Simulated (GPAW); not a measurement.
The O K edge of atom 3 in NaWO3 (Pm-3m), with 2 W at 1.93 Å (linear, site symmetry 4/mmm), was computed in 2 ways: excited-electron core hole (neutral cell) and no core hole. Program and functional: GPAW, LDA, without spin-orbit coupling, Gaussian full width 0.9 eV up to 4 eV, rising linearly to 3.5 eV at 25 eV; cells of 5 and 10 atoms (the run without a hole in the smaller).

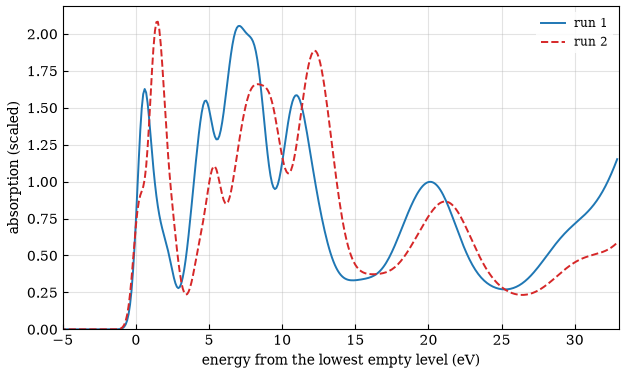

Each run is counted from its own lowest empty level or Fermi level and scaled to a mean of 1 over its first 20 eV.

The database entry behind the starting cell is an old determination (1949), so it need not match the best structure at ambient conditions.

Question: Which run is which?

Run 1: excited-electron core hole (neutral cell) (area from −2 to 6 eV 6.2, main maxima 0.6 eV (1.63), 4.8 eV (1.55), 7.1 eV (2.05) and 11.0 eV (1.58)). Run 2: no core hole (area from −2 to 6 eV 6.0, main maxima 1.5 eV (2.08), 5.4 eV (1.10), 8.3 eV (1.66) and 12.2 eV (1.89)). With each curve scaled to its own mean, the area from −2 to 6 eV with the hole is 6.2 against 6.0, and the centre of weight from −1 to 20 eV moves by -0.2 eV (first and strongest maxima below 20 eV: 1.5 eV (2.08), 8.3 eV (1.66) and 12.2 eV (1.89) without the hole, 0.6 eV (1.63), 7.1 eV (2.05) and 11.0 eV (1.58) with it); the shape changes all the same, by 45 % r.m.s.

[Hosts, paths, dates, database ids (printed as entryN), source tags and the programs' standing remarks are cut or masked in the printed files.]

[Lists of maxima count a maximum above −3 eV only where it reaches 4 % of the highest in the window and stands out from its surroundings by 2 % of it (1.5 % where it reaches 55 %); shoulders and weaker maxima are passed over, and of the rest the first, up to two pre-edge ones and the few strongest are named.]
